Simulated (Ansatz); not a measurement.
**B₂BrH₇Si₃: density, localisation and related maps**

Input file:

```
crystal:
  periodic: [false, false, false]
  atoms:
    - { symbol: B, position_ang: [-2.3078, 0.8429, -0.2015] }
    - { symbol: Si, position_ang: [-0.4992, 1.309, -0.5571] }
    - { symbol: B, position_ang: [0.6333, -0.2746, -0.122] }
    - { symbol: Si, position_ang: [1.3456, -2.0572, -0.5323] }
    - { symbol: Si, position_ang: [0.7255, 1.3252, 1.0857] }
    - { symbol: Br, position_ang: [-0.3166, 0.9134, 3.0558] }
    - { symbol: H, position_ang: [-2.8504, 0.0109, -0.8011] }
    - { symbol: H, position_ang: [-2.8924, 1.4482, 0.657] }
    - { symbol: H, position_ang: [-0.0697, 1.9416, -1.7822] }
    - { symbol: H, position_ang: [0.6037, -2.5315, -1.7286] }
    - { symbol: H, position_ang: [2.7167, -2.0541, -0.7158] }
    - { symbol: H, position_ang: [0.9602, -2.9588, 0.6037] }
    - { symbol: H, position_ang: [1.9717, 2.0502, 1.053] }
basis:
  gaussian: { orbitals: def2-SVP }
hamiltonian:
  xc: hf
relax:
  f_tol: 0.02
  max_steps: 50
output:
  orbitals: {}
```

Run with:

```sh
ansatz run input.yaml --threads 2 --pin off --max-ram 3072MiB --backend cpu --events-out ev --progress --plain --runs-dir out
```

The fields are those of the run's last geometry, not of the input's.

Theory: RHF/def2-SVP in Ansatz.

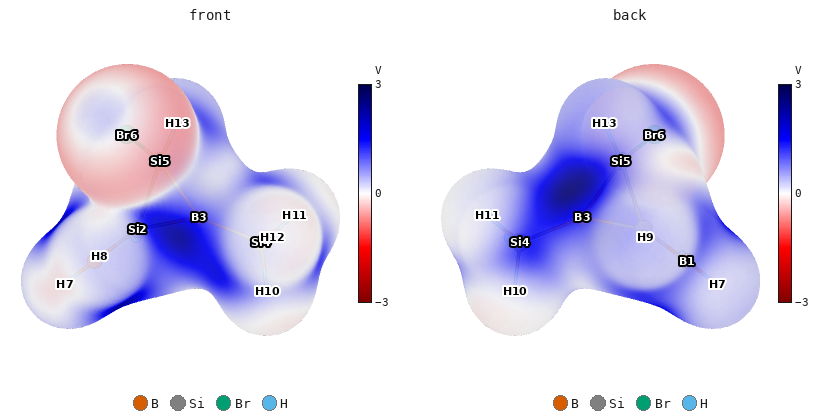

Figure 1. The molecular electrostatic potential painted on the density surface at 0.002 e/bohr³, seen from the front and from behind; red is negative and blue positive.

**Describe the electrostatic potential map.**

The most negative region (about −0.5 V) lies over Br6, the most positive (about +2.4 V) over B1, B3 and Si5. Br6 shows a σ-hole: about +0.2 V at the tip opposite its bond, against about −0.4 V on its flanks.

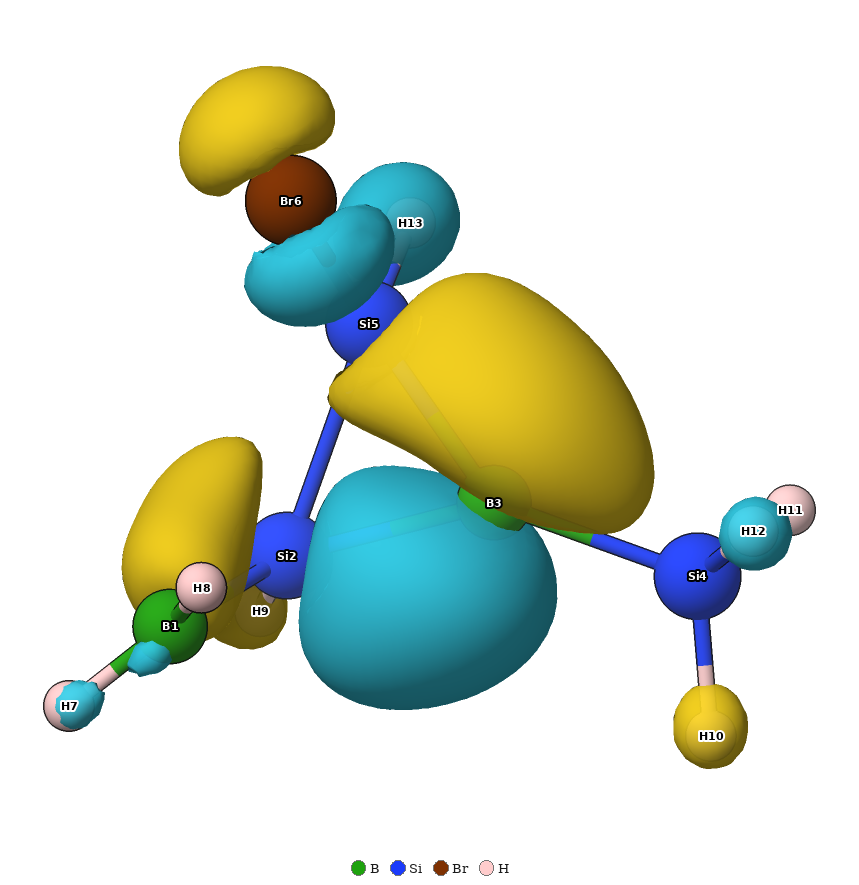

Figure 2. The HOMO−1 at ±0.1 Å⁻³ᐟ² (yellow and cyan are the two phases), seen across its widest extent.

**Where does this orbital lie, and at what energy?**

By Hirshfeld shares it lies mainly on B3 (about 35 %), Si2 (about 25 %), Si5 (about 15 %) and Br6 (about 10 %). Its energy is −9.38 eV.

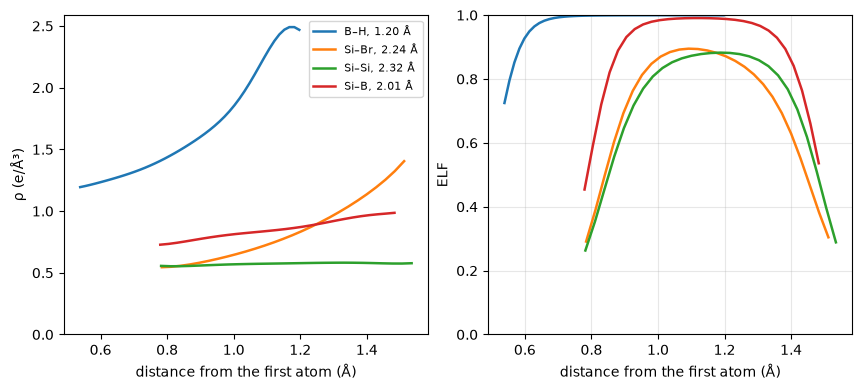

Figure 3. Total electron density and ELF along straight lines between neighbouring atoms. The curves leave out the atomic cores.

**What kind of bonding do the profiles show?**

B–H (1.20 Å): the density is about 1.2 e/Å³ at the midpoint; the ELF climbs to about 1 towards the hydrogen, as it does in any bond to H; a covalent bond by its length.
Si–Br (2.24 Å): the density is about 0.75 e/Å³ at the midpoint; the ELF peaks at about 0.90 between the atoms; a shared but strongly polarised pair.
Si–Si (2.32 Å): ρ is about 0.58 e/Å³ halfway; the ELF peaks at about 0.90 between the atoms; a covalent bond.
Si–B (2.01 Å): the density is about 0.81 e/Å³ at the midpoint; the ELF peaks at about 1 between the atoms: a shared electron pair.
